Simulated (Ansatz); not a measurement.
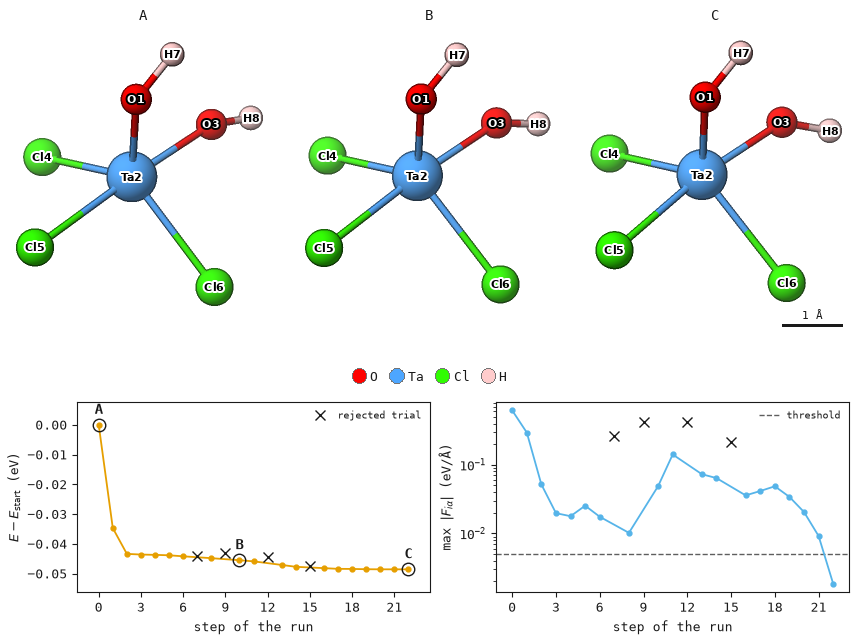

Frames of a relaxation of TaH2O2Cl3, marked on the history of the run. A ball-and-stick model, seen from a free direction.

The start comes from PBE-D4/def2-SVP.

These are results of Ansatz, RKS PBE0-D4/def2-TZVP, not measurements.

Input
```yaml
crystal:
  periodic: [false, false, false]
  atoms:
    - {symbol: O, position_ang: [1.704034, -0.096436, -0.441954]}
    - {symbol: Ta, position_ang: [-0.155185, 0.258507, -0.310712]}
    - {symbol: O, position_ang: [-0.333177, -0.896356, 1.188735]}
    - {symbol: Cl, position_ang: [-1.611125, -1.096302, -1.526777]}
    - {symbol: Cl, position_ang: [-0.030675, 1.746708, -2.127762]}
    - {symbol: Cl, position_ang: [-0.881124, 2.027659, 1.033202]}
    - {symbol: H, position_ang: [2.164201, -0.700111, 0.172193]}
    - {symbol: H, position_ang: [-0.764750, -1.300769, 1.957174]}
basis:
  gaussian: {orbitals: def2-TZVP}
hamiltonian: {xc: pbe0, dispersion: d4}
relax: {f_tol: 0.005, max_steps: 150}
```

Command:
```bash
ansatz run in.yaml --threads 4 --pin off --events-out ev --progress --plain --max-ram 11315MiB
```

Q: What happens along the run?

A: After 18 accepted moves (22 points after the start) the energy has fallen by 0.049 eV. Largest force component: 0.62 eV/Å at the start, 0.0018 eV/Å at the end. The line search rejected the trial steps at points 7, 9, 12, 15 of the run. H8 moves most after the best rigid fit: 0.32 Å. Largest moves by element: H 0.32 Å, Cl 0.17 Å, O 0.09 Å, Ta 0.06 Å. Some distances before and after: Ta2–Cl4 2.331 → 2.294 Å, O1–Ta2 1.897 → 1.876 Å, Ta2–Cl5 2.352 → 2.333 Å, O1–H7 0.976 → 0.962 Å. Bond angles that change, for instance: Ta2–O3–H8 156.9° → 143.2°, O3–Ta2–Cl5 177.1° → 173.3°, O1–Ta2–Cl6 119.1° → 122.0°. From step 0 to 10: H8 moves most (0.12 Å), energy −0.045 eV. From step 10 to 22: H8 moves most (0.20 Å), energy −0.003 eV.

```tsv
step	E − E(0), eV	largest force component, eV/Å	note
0	0.0000	0.6213	
1	-0.0347	0.2956	
2	-0.0433	0.0517	
3	-0.0436	0.0197	
4	-0.0437	0.0178	
5	-0.0438	0.0254	
6	-0.0442	0.0175	
7	-0.0440	0.2668	rejected
8	-0.0448	0.0102	
9	-0.0430	0.4273	rejected
10	-0.0455	0.0489	
11	-0.0459	0.1416	
12	-0.0445	0.4206	rejected
13	-0.0471	0.0730	
14	-0.0477	0.0641	
15	-0.0474	0.2149	rejected
16	-0.0481	0.0359	
17	-0.0484	0.0415	
18	-0.0484	0.0487	
19	-0.0485	0.0341	
20	-0.0485	0.0205	
21	-0.0485	0.0092	
22	-0.0485	0.0018
```
